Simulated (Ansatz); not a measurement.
# Ge wire along [100], 25 atoms a period, H-terminated: bands by functional, part 2 of 2

Aim: is the Ge wire along [100], 25 atoms a period, H-terminated a metal or a semiconductor?

Ansatz 0.2.0; DFT PBE, plane waves, PAW; relaxation of a wire's period; PAW set soft_1 (the session's first sound run).

So far. Step 2 (Relaxing the period): The cell's length comes to 5.743 Å with spin left out.

## Step 3: The wire at its relaxed period

This step: DFT PBE, plane waves, PAW; bands of a perfect wire; PAW set soft_1 (Ansatz 0.2.0).

At the relaxed period the bands are computed along the axis; those that cross an energy going forward count the channels that a perfect wire would open there.

The input, input.yaml:

```yaml
crystal:
  lattice:
    - [20.121, 0.0, 0.0]
    - [0.0, 20.121, 0.0]
    - [0.0, 0.0, 5.7426614209]
  atoms:
    - { symbol: Ge, position: [0.357528728, 0.500008271, 0.0] }
    - { symbol: Ge, position: [0.500008271, 0.357528728, 0.0] }
    - { symbol: Ge, position: [0.500008271, 0.642487814, 0.0] }
    - { symbol: Ge, position: [0.642487814, 0.500008271, 0.0] }
    - { symbol: H, position: [0.243201085, 0.384907199, 0.096710819] }
    - { symbol: H, position: [0.384907199, 0.243201085, 0.096710819] }
    - { symbol: H, position: [0.615109343, 0.756815457, 0.096710819] }
    - { symbol: H, position: [0.756815457, 0.615109343, 0.096710819] }
    - { symbol: Ge, position: [0.287352164, 0.429994745, 0.253477317] }
    - { symbol: Ge, position: [0.429994745, 0.287352164, 0.253477317] }
    - { symbol: Ge, position: [0.428706914, 0.571309628, 0.24936725] }
    - { symbol: Ge, position: [0.571309628, 0.428706914, 0.24936725] }
    - { symbol: Ge, position: [0.570021797, 0.712664378, 0.253477317] }
    - { symbol: Ge, position: [0.712664378, 0.570021797, 0.253477317] }
    - { symbol: H, position: [0.171211071, 0.544179195, 0.347008438] }
    - { symbol: H, position: [0.314075886, 0.685940656, 0.347789179] }
    - { symbol: H, position: [0.455837347, 0.828805471, 0.347008438] }
    - { symbol: H, position: [0.544179195, 0.171211071, 0.347008438] }
    - { symbol: H, position: [0.685940656, 0.314075886, 0.347789179] }
    - { symbol: H, position: [0.828805471, 0.455837347, 0.347008438] }
    - { symbol: Ge, position: [0.216639011, 0.500008271, 0.5] }
    - { symbol: Ge, position: [0.358727886, 0.358727886, 0.495473529] }
    - { symbol: Ge, position: [0.358727886, 0.641288656, 0.504526471] }
    - { symbol: Ge, position: [0.500008271, 0.216639011, 0.5] }
    - { symbol: Ge, position: [0.500008271, 0.500008271, 0.5] }
    - { symbol: Ge, position: [0.500008271, 0.783377531, 0.5] }
    - { symbol: Ge, position: [0.641288656, 0.358727886, 0.504526471] }
    - { symbol: Ge, position: [0.641288656, 0.641288656, 0.495473529] }
    - { symbol: Ge, position: [0.783377531, 0.500008271, 0.5] }
    - { symbol: H, position: [0.171211071, 0.455837347, 0.652991562] }
    - { symbol: H, position: [0.314075886, 0.314075886, 0.652210821] }
    - { symbol: H, position: [0.455837347, 0.171211071, 0.652991562] }
    - { symbol: H, position: [0.544179195, 0.828805471, 0.652991562] }
    - { symbol: H, position: [0.685940656, 0.685940656, 0.652210821] }
    - { symbol: H, position: [0.828805471, 0.544179195, 0.652991562] }
    - { symbol: Ge, position: [0.287352164, 0.570021797, 0.746522683] }
    - { symbol: Ge, position: [0.428706914, 0.428706914, 0.75063275] }
    - { symbol: Ge, position: [0.429994745, 0.712664378, 0.746522683] }
    - { symbol: Ge, position: [0.570021797, 0.287352164, 0.746522683] }
    - { symbol: Ge, position: [0.571309628, 0.571309628, 0.75063275] }
    - { symbol: Ge, position: [0.712664378, 0.429994745, 0.746522683] }
    - { symbol: H, position: [0.243201085, 0.615109343, 0.903289181] }
    - { symbol: H, position: [0.384907199, 0.756815457, 0.903289181] }
    - { symbol: H, position: [0.615109343, 0.243201085, 0.903289181] }
    - { symbol: H, position: [0.756815457, 0.384907199, 0.903289181] }
kpoints:
  mp_grid: { grid: [1, 1, 14] }
  band_path: { path: ["Γ", Z], npoints: 90 }
scf:
  occupations: { method: fermi_dirac, width: 0.05 }
hamiltonian:
  xc: pbe
  pseudopotentials: { kind: paw, azcp: { folder: soft_1 } }
output:
  dos: { e_range: [-5, 4] }
  write_potential: true
  write_density: true
  volumetric_format: npy
```

The run is started by

```
ansatz run input.yaml --threads 4 --pin off --max-ram 16384MiB --backend cpu --events-out ev --progress --plain --runs-dir out
```

Numbers of over 12 decimals in the logs are rounded to 6 here.

The program printed:

```text
[...]
Crystal: 45 atoms, lattice volume = 2324.943 Å³
Basis set: ecut = 420 eV, 45499 PW (Γ)
Bands: 230, of which v1, the nominal top of the filled ones, is band 185 counted from 1 (184 counted from 0)
Symmetry: 8 space group operations
[...]
k-points: 8 of 14
[...]
SCF iter   1: F=—  HF=-107692.768712 eV  |F-HF|=—  |Δ(HF+E_count)|=         —  Δρ=3.13e-2  dr2=1.90e1  ethr=3.10e-3  ⟨swp⟩=7.0  Hψ=7485  notcnv=0  defer=16
[...]
SCF iter  10: F=-107687.660024 eV  HF=-107687.660024 eV  |F-HF|=1.36e-8  |Δ(HF+E_count)|=   2.55e-7  Δρ=1.02e-6  dr2=2.14e-8  ethr=2.70e-11  ⟨swp⟩=14.6  Hψ=9298  notcnv=0
SCF 1 converged in 10 iterations: F = -107687.660024 eV  dr2 = 2.14e-8
[...]
NSCF: frozen V_eff on 91 k-points
WARN: pass on a band path, mesh or list of k-points: the 91 k-points are solved 16 at a time at the most, because the 14.40 GiB of host memory that the pass is priced against does not hold them all with the solver's workspace as planned. The pass can take longer, above all where fewer k-points are solved at a time than the run has threads. As a rule a larger memory budget leaves room for more at once. The budget is what a run with no `--max-ram-frac` typed is planned for, 0.8 of the host's memory or its container's limit. More memory there lifts it, and so does a share over 0.88 that is typed (of such a share the budget is ten elevenths): [rest of the remark cut]
WARN: The output density's exchange-correlation potential varies sharply where the density is thin. Do not read a vacuum level from v_tot or v_xc, or from such a field of the output density. On a cell that repeats whose density bears no net charge and no dipole along the vacuum's axis use v_es (v_loc + v_h of the components); under efield.dipole_correction with no amplitude use v_es + v_field, which holds any externa [...]
SCF converged after 10 iterations
Free energy (F): -107687.660024 eV
[...]
Internal energy: -107687.660024 eV  (E = F + TS)
E sigma→0 (E₀):  -107687.660024 eV
Fermi energy:    -0.843685 eV
[...]
--- Band table (eV; the first three rows and the last of 8) ---
  k-point 0: bands = [... 181 lower, -2.3010, -2.1496, -2.1496, -2.1126, 0.5793, 0.5858, 0.6555, 0.6555, ... 41 higher]
  k-point 1: bands = [... 181 lower, -2.3416, -2.1614, -2.1614, -2.1149, 0.6330, 0.6445, 0.6600, 0.6600, ... 41 higher]
  k-point 2: bands = [... 181 lower, -2.4498, -2.1902, -2.1902, -2.1311, 0.6311, 0.6989, 0.6989, 0.7815, ... 41 higher]
  k-point 7: bands = [... 181 lower, -2.7094, -2.6249, -2.6249, -2.5930, 0.4051, 0.4646, 0.4646, 0.4871, ... 41 higher]
```

Elapsed: 33 min, on 4 threads of Arm Neoverse V1, shared host; peak memory 12 GiB; 2.2 h of CPU time.

This step gave:

* band gap: 2.518 eV

Electronic bands along the path, in eV, zero at the Fermi level; v1 is the highest filled band, c1 the lowest empty one:

| point | v4 | v3 | v2 | v1 | c1 | c2 | c3 | c4 |
| --- | --- | --- | --- | --- | --- | --- | --- | --- |
| Γ | -1.46 | -1.31 | -1.31 | -1.27 | 1.42 | 1.43 | 1.50 | 1.50 |
| Z | -1.87 | -1.78 | -1.78 | -1.75 | 1.25 | 1.31 | 1.31 | 1.33 |

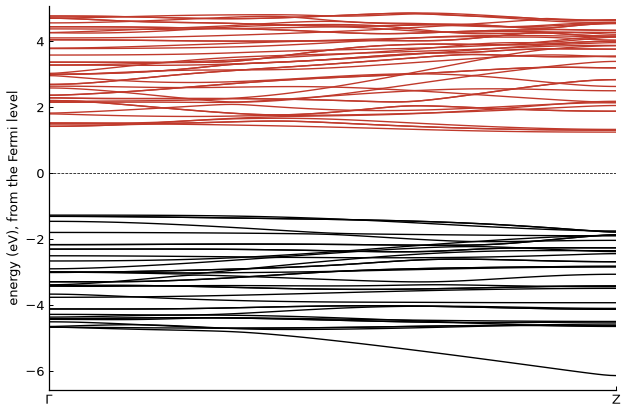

Electronic bands along the path; lines of filled and empty bands in two colours.

The gap is 2.52 eV, with spin left out.

On this path the gap is indirect, 2.52 eV, with the valence top at Γ and the conduction bottom at Z. The least direct gap is 2.69 eV.

## Step 4: Another level of theory, cutoff 500 eV, k-mesh 1×1×11

This step: DFT r2SCAN, plane waves, PAW; bands of a perfect wire at the PBE geometry; PAW set soft_1 (Ansatz 0.2.0).

The atoms stay at the PBE geometry and the functional changes. r2SCAN also reads the kinetic-energy density; it often gives larger moments and wider gaps than PBE, at a higher cost. Against the first PBE run of this kind, the cutoff is 500 eV against 420 and the mesh along the wire has 11 points against 14.

input.yaml: that of step 3 with these lines changed.

```diff
@@ -52,3 +52,3 @@
 kpoints:
-  mp_grid: { grid: [1, 1, 14] }
+  mp_grid: { grid: [1, 1, 11] }
   band_path: { path: ["Γ", Z], npoints: 90 }
@@ -57,8 +57,3 @@
 hamiltonian:
-  xc: pbe
+  xc: r2scan
   pseudopotentials: { kind: paw, azcp: { folder: soft_1 } }
-output:
-  dos: { e_range: [-5, 4] }
-  write_potential: true
-  write_density: true
-  volumetric_format: npy
```

The program printed:

```text
[...]
Crystal: 45 atoms, lattice volume = 2324.943 Å³
Basis set: ecut = 500 eV, 59017 PW (Γ), exchange–correlation on 600×600×180 points (64 copies of the dense FFT grid, shifted against one another)
Bands: 230, of which v1, the nominal top of the filled ones, is band 185 counted from 1 (184 counted from 0)
Symmetry: 8 space group operations
[...]
k-points: 6 of 11
[...]
SCF iter   1: F=—  HF=-107889.679413 eV  |F-HF|=—  |Δ(HF+E_count)|=         —  Δρ=3.06e-2  dr2=1.77e1  dr2_τ=1.51e-1  ethr=3.10e-3  ⟨swp⟩=7.0  Hψ=5625  notcnv=0  defer=13
[...]
SCF iter  10: F=-107887.055566 eV  HF=-107887.055566 eV  |F-HF|=8.31e-8  |Δ(HF+E_count)|=   6.12e-7  Δρ=1.14e-6  dr2=3.20e-8  dr2_τ=4.98e-10  ethr=2.70e-11  ⟨swp⟩=14.5  Hψ=6427  notcnv=0
SCF 1 converged in 10 iterations: F = -107887.055566 eV  dr2 = 3.20e-8
[...]
SCF converged after 10 iterations
Free energy (F): -107887.055566 eV
[...]
Internal energy: -107887.055566 eV  (E = F + TS)
E sigma→0 (E₀):  -107887.055566 eV
Fermi energy:    -0.878129 eV
[...]
--- Band table (eV; the first three rows and the last of 6) ---
  k-point 0: bands = [... 181 lower, -2.5205, -2.3512, -2.3512, -2.3131, 0.6661, 0.6846, 0.7361, 0.7361, ... 41 higher]
  k-point 1: bands = [... 181 lower, -2.5862, -2.3702, -2.3702, -2.3189, 0.7554, 0.7554, 0.7689, 0.7703, ... 41 higher]
  k-point 2: bands = [... 181 lower, -2.7519, -2.4124, -2.4124, -2.3588, 0.7760, 0.8473, 0.8473, 0.9250, ... 41 higher]
  k-point 5: bands = [... 181 lower, -2.9696, -2.7906, -2.7574, -2.7574, 0.5428, 0.6095, 0.6095, 0.6486, ... 41 higher]
```

Elapsed: 50 min, on 4 threads; peak memory 12 GiB.

Numbers from this step:

```yaml
band_gap: 2.854 eV
```

The electronic bands at the labelled points (eV, zero at the Fermi level; v1 is the highest filled band, c1 the lowest empty one):

| point | v4 | v3 | v2 | v1 | c1 | c2 | c3 | c4 |
| --- | --- | --- | --- | --- | --- | --- | --- | --- |
| Γ | -1.64 | -1.47 | -1.47 | -1.44 | 1.54 | 1.56 | 1.61 | 1.61 |
| Z | -2.07 | -1.98 | -1.98 | -1.94 | 1.42 | 1.48 | 1.48 | 1.51 |

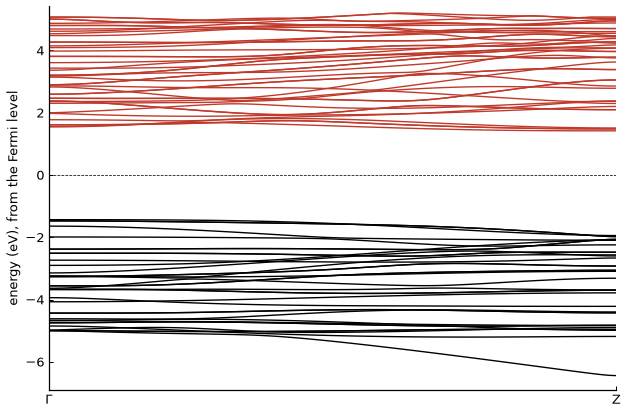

Electronic bands along the path; lines of filled and empty bands in two colours.

The gap is 2.85 eV, against 2.52 eV under PBE at the relaxed period.

## Step 5: Results

| Item | Value |
| --- | --- |
| cell length, PBE | 5.743 Å |
| gap, PBE | 2.52 eV |
| gap, r2SCAN | 2.85 eV |

Under PBE the cell's length is 5.74 Å, and a gap of 2.52 eV makes it a semiconductor. At the relaxed period the wire is gapped under every functional, from 2.52 eV (PBE) to 2.85 eV (r2SCAN). Weak screening in one dimension makes quasiparticle gaps larger than the semilocal gaps, as a rule.

[Logs are printed without paths, hosts, clocks, repeated set-up lines and the standing remarks that a program may print on its own settings, such as how far it seeks lower states.]

[Hosts, paths, dates, database ids (printed as entryN), source tags and the programs' standing remarks are cut or masked in the printed files.]
